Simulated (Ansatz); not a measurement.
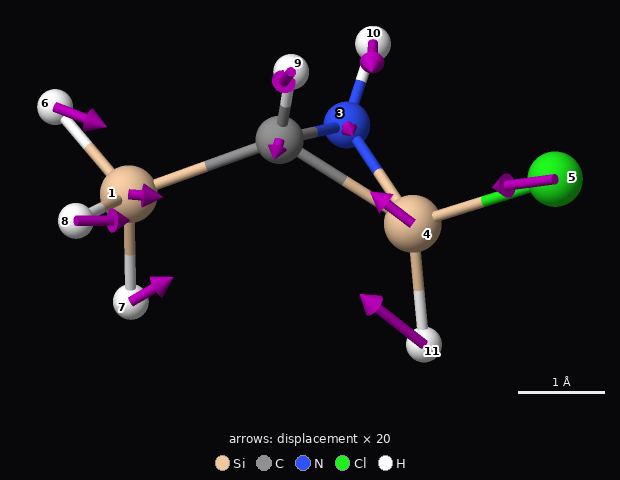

This is a relaxation of CH₆ClNSi₂. The starting structure is drawn; purple arrows show the displacements, 20 times their true length. The two geometries are superimposed by the best rigid fit.

Style: ball-and-stick. Shown face on.

The start comes from PBE-D4/def2-SVP.

These are results of RKS PBE0-D4/def2-TZVP (Ansatz 0.2.0), not measurements. (force threshold 0.005 eV/Å; at most 150 steps)

**What happened in the run?**

After 5 accepted moves (6 points after the start) the energy has fallen by 0.067 eV. The largest force component goes from 0.77 to 0.0024 eV/Å. The line search rejected the trial step at point 5 of the run. The largest move after the best rigid fit is that of an H atom, 0.052 Å. By element the largest moves are H 0.052 Å, Cl 0.050 Å, Si 0.032 Å, C 0.013 Å, N 0.009 Å. Some distances before and after: C–Si 1.857 → 1.823 Å, Cl–Si 2.075 → 2.041 Å, N–Si 1.729 → 1.696 Å, C–Si 1.886 → 1.861 Å.
